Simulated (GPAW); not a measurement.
# PBE/real-space grid (scalar-relativistic datasets) run of C2H5N (ethanimine)

Wanted: the charge distribution of C2H5N (ethanimine). The job is set up through an ASE script.

The results are computed with GPAW 26.7.0.

6 further runs of the same task are left out: 1 for a known fault of the program, 1 that didn't finish, 4 set aside as unsound or not needed.

## (1) Starting point

C2H5N has 8 atoms, charge 0, and is taken as a singlet. As SMILES, `[H]/N=C\C`. The shape is that of a PBE0-D4/def2-TZVP optimisation.

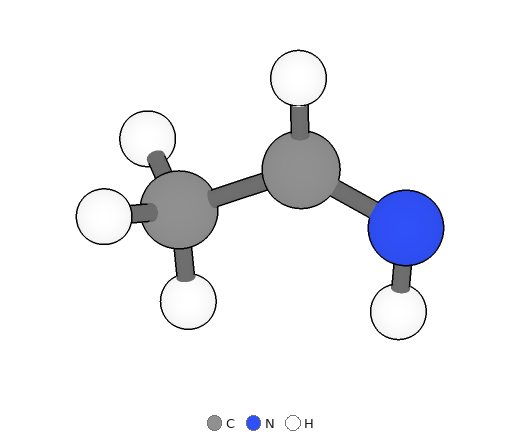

Viewed from a chosen angle; carbon grey, nitrogen blue, hydrogen white.

## (2) The charge distribution at PBE/real-space grid (scalar-relativistic datasets)

Input file C2H5N.xyz:

```xyz
8

C     -0.471200     0.591900    -0.316000
C      0.663100    -0.171000     0.284300
N      0.697800    -1.395000     0.593600
H     -0.168400     1.032800    -1.270700
H     -1.342300    -0.045400    -0.480200
H     -0.756700     1.422800     0.336400
H      1.571900     0.409700     0.476500
H     -0.194200    -1.845700     0.376100
```

Input file sp.py:

```python
import numpy as np
from ase.io import read
from ase.units import Debye
from gpaw import GPAW

molecule = read('C2H5N.xyz')
molecule.center(vacuum=4.5)

calculator = GPAW(mode='fd', h=0.18, xc='PBE', maxiter=150, txt='-')
molecule.calc = calculator

energy = molecule.get_potential_energy()
print(f'Energy: {energy:.5f} eV')
forces = molecule.get_forces()
print('Forces (eV/Ang)')
for symbol, f in zip(molecule.symbols, forces):
    print(f'{symbol:2} {f[0]:9.4f} {f[1]:9.4f} {f[2]:9.4f}')
dipole = molecule.get_dipole_moment() / Debye
print(f'Dipole: {np.linalg.norm(dipole):.3f} D')
homo, lumo = calculator.get_homo_lumo()
print(f'HOMO                    {homo:.3f} eV')
print(f'LUMO: {lumo:.3f} eV')
print(f'Gap: {lumo - homo:.3f} eV')
```

The run is started by

```
$ python sp.py
```

Log:

```text
[...]
Number of symmetries: 1
[...]
  Number of IBZ points: 1
[...]
Spin-components: 1 (collinear spins)
Bands:           15
[...]
  Valence electrons: 18.0
[...]
  Grid points: [68 68 60]
  Charge: 0.0  # |e|
[...]
    cutoffs:
[...]
occupation numbers:
  # Zero width
[...]
xc functional:
  name: PBE with 2 nearest neighbor stencil
[...]
|iter     |     time |      energy | eigst |  dens |
[...]
|iter:   1| 00:00:05 |  -48.909624 | +1.33 |       |
[...]
|iter:  15| 00:00:33 |  -44.310283c| -7.48c| -6.00c|
Converged in 15 steps
[...]
Energy contributions relative to reference atoms: (reference = -3599.428546)
Energy contributions:
  Kinetic:          45.853052
  Coulomb:         -51.058027
  Zero:              0.539866
  External:          0.000000
  Xc:              -39.645174
  Entropy:           0.000000
  Spinorbit:         0.000000
  ----------------------------
  Free energy:     -44.310283
  Extrapolated:    -44.310283
dipole moment: (-0.326678, 0.369046, -0.209644)  # |e|*Ang
Fermi level: -3.697
Eigenvalues  # (at kpt = [0.000, 0.000, 0.000])
| band index |      eig [eV] | occ [0-2] |
|------------|---------------|-----------|
|          0 |       -22.596 |     2.000 |
|          1 |       -18.294 |     2.000 |
|          2 |       -14.603 |     2.000 |
|          3 |       -11.453 |     2.000 |
|          4 |       -11.005 |     2.000 |
|          5 |       -10.650 |     2.000 |
|          6 |        -9.294 |     2.000 |
|          7 |        -7.729 |     2.000 |
|          8 |        -6.108 |     2.000 |
|          9 |        -1.286 |     0.000 |
|         10 |        -0.407 |     0.000 |
|         11 |         0.133 |     0.000 |
[...]
Gap: 4.822 eV
Transition (v -> c):
[...]
Forces (eV/Ang)
C     0.0080   -0.0144    0.0066
C    -0.0646    0.5330   -0.1388
N     0.3452   -0.6543    0.2494
H     0.0501    0.1102   -0.1910
H    -0.1787   -0.1271   -0.0367
H    -0.0642    0.1852    0.1189
H     0.2072    0.1485    0.0424
H    -0.3140   -0.1909   -0.0712
Dipole: 2.573 D
HOMO                    -6.108 eV
LUMO: -1.286 eV
Gap: 4.822 eV
```

Wall time 34 s (1 thread of Arm Neoverse V1, shared host); peak memory 0.69 GiB.

## (3) Summary of results

Level: PBE/real-space grid (scalar-relativistic datasets).

| quantity | value |
| --- | --- |
| energy as printed (from the program's reference atoms) | -44.3103 eV |
| dipole moment | 2.57 D |
| HOMO energy | -6.11 eV |
| LUMO energy | -1.29 eV |
| HOMO–LUMO gap | 4.82 eV |
| largest force on an atom | 0.781 eV/Å |

In words: The largest force is 0.78 eV/Å: the shape isn't a stationary point for this species at this level.
